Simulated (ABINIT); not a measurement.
Band structure of IrOs (P-6m2, 2 atoms in the cell).

```
IrOs
1.0
    2.80809     0.00000     0.00000
   -1.40405     2.43188     0.00000
    0.00000     0.00000     4.46336
Os Ir
1 1
Direct
  0.33333   0.66667   0.00000
  0.66667   0.33333   0.50000
```

Computed with PBEsol, PAW (JTH v2.0 PBE PAW, files made for PBE) (plane waves; ABINIT 10.0.3).

Settings: pseudos = [Os.GGA_PBE-JTH.xml, Ir.GGA_PBE-JTH.xml]; ecut = 20 Ha; pawecutdg = 40 Ha; ixc = -116133; occopt = 3; tsmear = 0.1 eV; ngkpt = 13 13 8; nshiftk = 1; shiftk = 0 0 0; potentials = JTH v2.0 PBE PAW; kptopt = 1; nstep = 80; tolvrs1 = 1e-10.

The starting cell comes from a database of computed structures (which also holds hypothetical and non-ambient phases and stackings), without a prior relaxation at this level. Its lattice was rescaled by a random factor within 2.5 % of one. Spin-orbit coupling is off. Spin polarisation is off. The potentials were made for another functional than the one used.

These are the values that this program gave, and no reference: the one-centre exchange-correlation terms come from a truncated expansion.

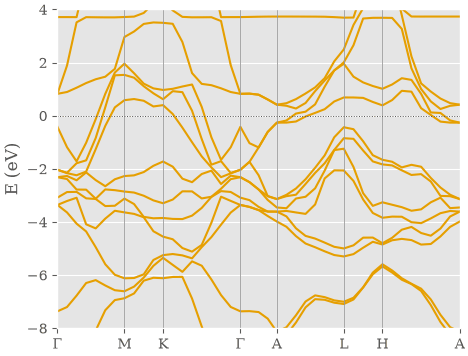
Bands along the path, energies from the Fermi level.

Levels in eV from the Fermi level, bands 8 to 15:
```csv
point,8,9,10,11,12,13,14,15
Γ,-3.08,-2.31,-2.31,-2.04,-2.04,-0.42,0.82,0.82
M,-3.12,-2.85,-2.27,0.58,1.54,1.96,2.96,3.71
K,-3.85,-3.30,-1.72,0.40,0.62,0.97,3.50,4.35
A,-3.61,-3.45,-3.14,-3.14,-0.26,-0.26,0.41,0.41
L,-2.06,-1.24,-0.85,-0.44,0.69,1.96,2.01,2.50
H,-3.84,-3.26,-1.83,-1.66,0.39,1.01,3.69,6.59
```

Bands cross the Fermi level along this path, so the cell is metallic at this level.
